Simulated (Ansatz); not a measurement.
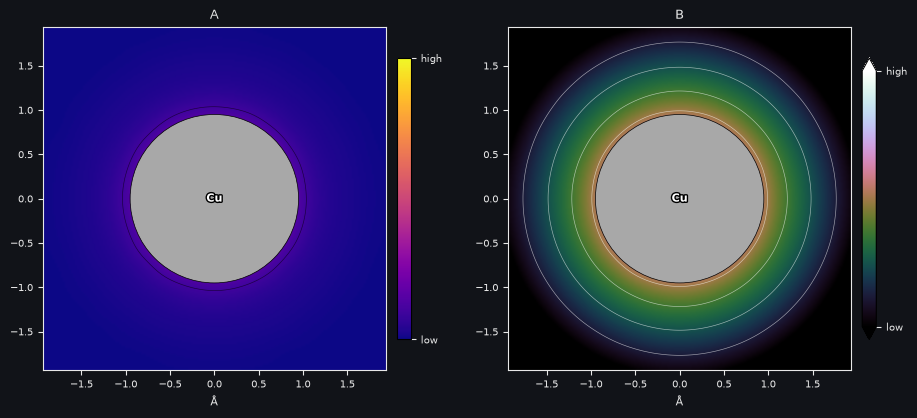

Cu (charge +1): 2 fields on a plane that holds the molecular axis, with unlabelled colour scales. Grey discs cover the atomic cores.

Geometry: PBE0-D4/def2-TZVP.

The calculation used Ansatz 0.2.0, RKS PBE0/def2-TZVPPD.

### The panels show electron density and electron localisation function in some order. Assign them.

Panel A: electron localisation function. Panel B: electron density.
